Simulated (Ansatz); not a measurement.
```yaml
atoms:
  - { symbol: Si, position_ang: [-0.0010, -0.0010, 0.0842] }
  - { symbol: N, position_ang: [0.0336, -0.0666, 1.7616] }
  - { symbol: H, position_ang: [-0.7611, -0.3636, 2.3135] }
  - { symbol: H, position_ang: [0.7520, 0.3923, 2.3069] }
  - { symbol: F, position_ang: [1.4941, -0.0155, -0.4851] }
  - { symbol: F, position_ang: [-0.6910, 1.2987, -0.5549] }
  - { symbol: F, position_ang: [-0.8250, -1.2443, -0.4946] }
```

Method: RKS PBE0-D4/def2-SVP in Ansatz 0.2.0.

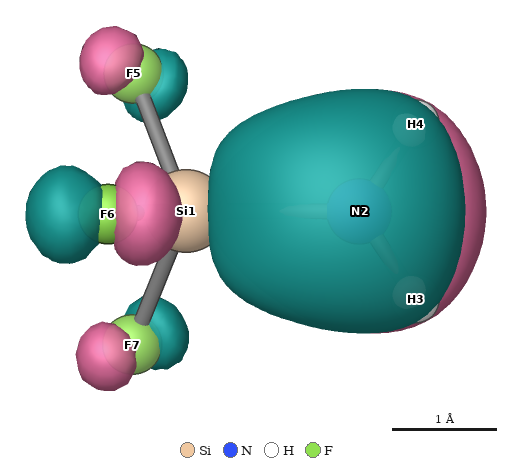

F$_{3}$H$_{2}$NSi. The HOMO at ±0.1 Å⁻³ᐟ² (teal and pink are the two phases), seen across its widest extent.

Describe this orbital and give its energy.

Answer. It lies mainly on N2 (about 70 %); largely a lone pair of N2. Its energy is −8.50 eV.
